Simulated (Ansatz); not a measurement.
# Br$_{3}$HHfO (SMILES [OH][Hf]([Br])([Br])[Br]): what the fields show

Input file:

```
crystal:
  periodic: [false, false, false]
  atoms:
    - {symbol: O, position_ang: [-0.742798, 0.240478, 1.278363]}
    - {symbol: Hf, position_ang: [0.187937, -0.061012, -0.323230]}
    - {symbol: Br, position_ang: [2.548020, -0.650466, 0.208691]}
    - {symbol: Br, position_ang: [-0.898276, -1.934333, -1.552472]}
    - {symbol: Br, position_ang: [0.120564, 2.010912, -1.702672]}
    - {symbol: H, position_ang: [-1.215447, 0.394420, 2.091310]}
basis:
  gaussian: {orbitals: def2-TZVPP}
hamiltonian: {xc: pbe0, dispersion: d4}
output: {orbitals: {seedname: orbitals}}
```

Run with:

```sh
ansatz run in.yaml --threads 4 --pin off --events-out ev --progress --plain --max-ram 11315MiB
```

Geometry: PBE0-D4/def2-TZVP; core potentials replace the inner electrons of Hf.

The calculation used RKS PBE0-D4/def2-TZVPP (Ansatz 0.2.0).

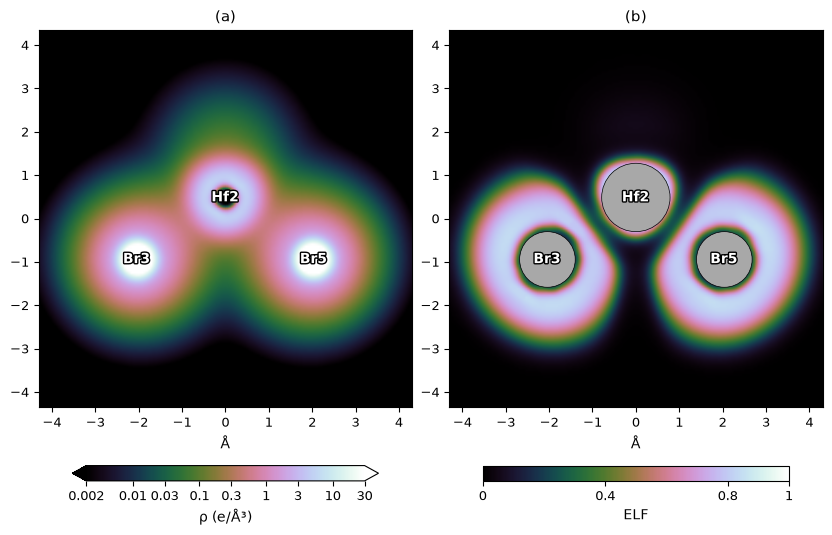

Figure 1. (a) electron density; (b) electron localisation function on the plane of atoms Br3, Hf2 and Br5. Grey discs cover the atomic cores in the ELF map.

Read the bonding off the picture.

- The section cuts through Hf and Br sites.
- Hf–Br (2.49 Å): the density is about 0.55 e/Å³ at the midpoint; the ELF peaks at about 0.80 in the valence shell of Br, 1.0 Å from its nucleus, and is about 0.45 at the midpoint.

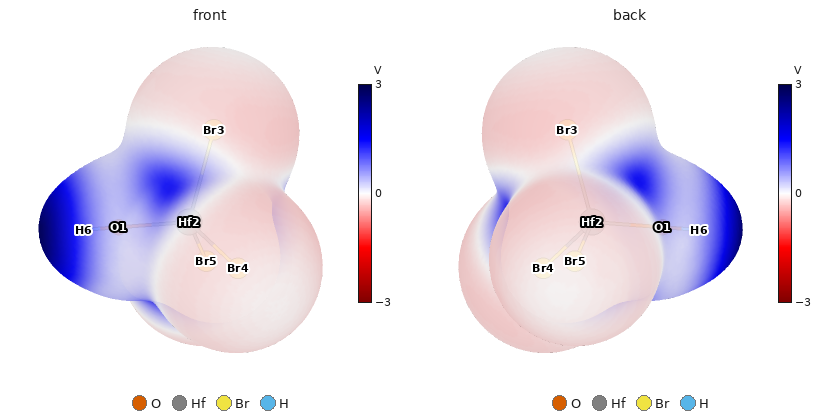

Figure 2. The electrostatic potential painted on the density surface at 0.001 e/bohr³, seen from the front and from behind; red is negative and blue positive.

Which sites attract a positive test charge, and which a negative one?

A positive charge is drawn to the negative regions and a negative charge to the positive ones. The most negative region (about −0.3 V) lies over Br3, Br4 and Br5, the most positive (about +2.7 V) over H6.

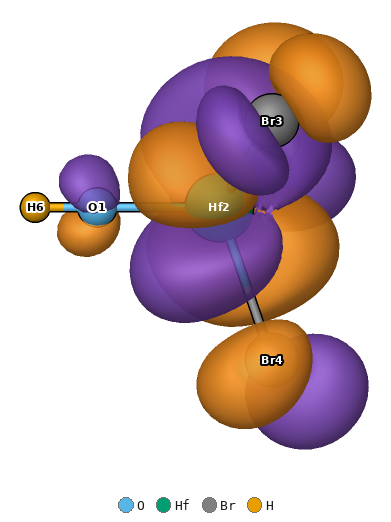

Figure 3. The LUMO at ±0.06 Å⁻³ᐟ² (orange and purple are the two phases), seen from one side.

What is the character of this orbital?

Its weight (Hirshfeld) is mainly on Hf2 (about 65 %), Br3 (about 10 %), Br4 (about 10 %) and Br5 (about 10 %). It is one of a degenerate set, so its orientation is arbitrary. Its energy is −1.73 eV.
